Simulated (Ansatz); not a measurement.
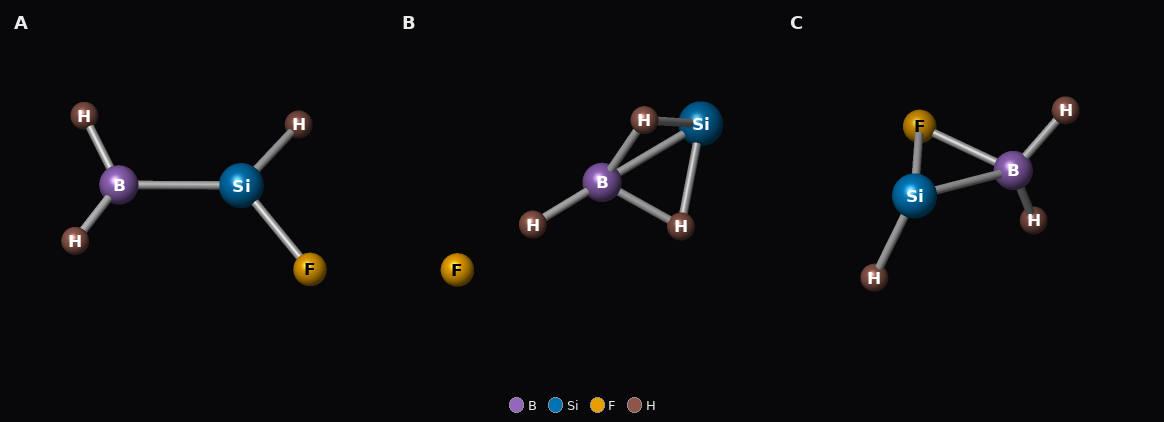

3 stationary structures of one formula. State: charge −1, singlet. Geometries: PBE0-D4/def2-TZVPD. Electronic energies: RHF-CCSD(T) (frozen core)/def2-TZVPPD (Ansatz 0.2.0), without zero-point energy. No frequency run is at hand to confirm each as a minimum.

**Rank them by energy, lowest first.**

A is lowest (C1); C lies 1.026 eV above it (C1), B lies 3.006 eV above it.
